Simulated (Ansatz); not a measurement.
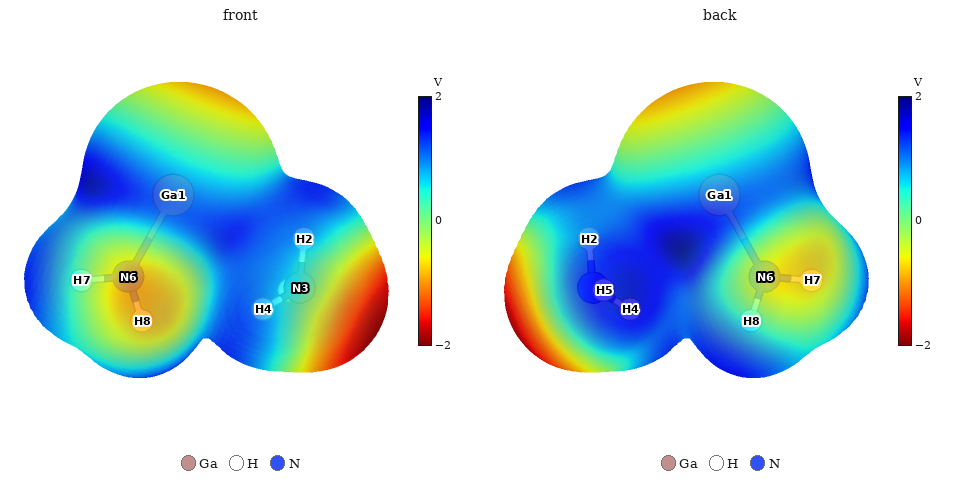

Figure 1: GaH₂N···NH₃. The molecular electrostatic potential painted on the density surface at 0.002 e/bohr³, seen from the front and from behind; red is negative and blue positive.

Not at a stationary point (largest force 1.1 eV/Å).

Method: Ansatz, RHF/def2-SVP.

```xyz
8

Ga   -0.9790    0.1821    1.0333
H     1.7680   -0.1575    1.2185
N     2.0528    0.0226    0.2499
H     1.5213   -0.5649   -0.3659
H     1.8812    0.9871    0.0304
N    -1.2205   -0.1309   -0.7934
H    -2.0674   -0.5185   -1.1727
H    -0.6376    0.1799   -1.5496
```

**Which sites attract a positive test charge, and which a negative one?**

A positive charge is drawn to the negative regions and a negative charge to the positive ones. The most negative region (about −1.9 V) lies over N3, the most positive (about +1.8 V) over Ga1. N3 is the likeliest acceptor of a hydrogen bond.
